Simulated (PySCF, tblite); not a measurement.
**C2H8FPSi2: geometry, infrared bands and NMR shifts**

Wanted: the infrared bands and NMR shifts of C2H8FPSi2 (`F/C([SiH3])=C/[SiH2]P`), by calculation.

The runs use tblite 0.8.0 and PySCF 2.14.0, with density-fitted response routines of our own; the level of theory stands in each step. All values are computed, except where a source is named. Atoms are numbered from 0 throughout.

**1. Starting geometry**

14 atoms, charge 0, multiplicity 1; geometry from: force field or distance geometry start.

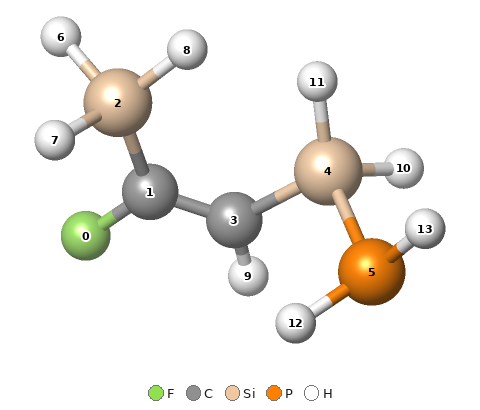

The starting geometry (fluorine green, carbon grey, silicon light orange, phosphorus orange, hydrogen white), atoms numbered.

**2. Optimising the geometry with GFN2-xTB**

What the job is given:

```
{"job": {"kind": "relax", "xc": "GFN2-xTB", "basis": "xTB"}, "charge": 0, "multiplicity": 1}
F     -1.629700    -1.810100    -1.599900
C     -1.086500    -0.801600    -0.857000
Si    -1.970200    -0.166800     0.575300
C      0.100700    -0.365700    -1.233600
Si     0.990100     0.943000    -0.345100
P      2.679600    -0.008900     0.718700
H     -3.363600     0.181400     0.130700
H     -2.169300    -1.273900     1.532400
H     -1.471000     1.005500     1.230300
H      0.586100    -0.820300    -2.105100
H      1.624700     1.755100    -1.432300
H      0.215500     1.839200     0.461600
H      2.333200    -1.340000     1.158400
H      3.159700     0.862800     1.743500
```

Command:

```bash
$ OMP_NUM_THREADS=1 python probes_run.py task.json out
```

One launch serves the whole session: the jobs run in the order shown.

**Question.** This job is followed by: GFN2-xTB harmonic vibrations, gas phase; GIAO PBE0/pcSseg-1 NMR shielding, non-relativistic, gas phase. Predict these results of the whole session: strongest single infrared mode (GFN2-xTB); zero-point energy (GFN2-xTB); 13C shifts against TMS (PBE0/pcSseg-1); 1H shifts against TMS (PBE0/pcSseg-1, means over atoms taken as alike); 19F shifts against CFCl3 (PBE0/pcSseg-1); 29Si shifts against TMS (PBE0/pcSseg-1); 31P shifts against H3PO4 (PBE0/pcSseg-1).

The runs gave:

```
                                                              quantity                       value
                             strongest single infrared mode (GFN2-xTB)       2274 cm⁻¹, 328 km/mol
                                          zero-point energy (GFN2-xTB)               50.8 kcal/mol
                                13C shifts against TMS (PBE0/pcSseg-1)            185.0, 119.4 ppm
1H shifts against TMS (PBE0/pcSseg-1, means over atoms taken as alike)  6.36, 4.78, 4.20, 1.13 ppm
                              19F shifts against CFCl3 (PBE0/pcSseg-1)                   -36.8 ppm
                               29Si shifts against TMS (PBE0/pcSseg-1)            -59.3, -87.2 ppm
                              31P shifts against H3PO4 (PBE0/pcSseg-1)                  -299.3 ppm
```

**Reading.** Over 159 steps the energy fell by 1.129 eV; of the close pairs, C1–Si2 changed most, 1.799 to 1.894 Å. No mode is imaginary among the 36: a minimum at this level. Unscaled tight-binding wavenumbers are off by several per cent, some by more. Its intensities can rank the bands wrongly. The most deshielded hydrogen is H9 (hydrogen on an alkene CH), at 6.36 ppm: olefinic region. At PBE0/pcSseg-1: The widest tensor belongs to F0: span 264 ppm, with a paramagnetic part of -267 ppm.
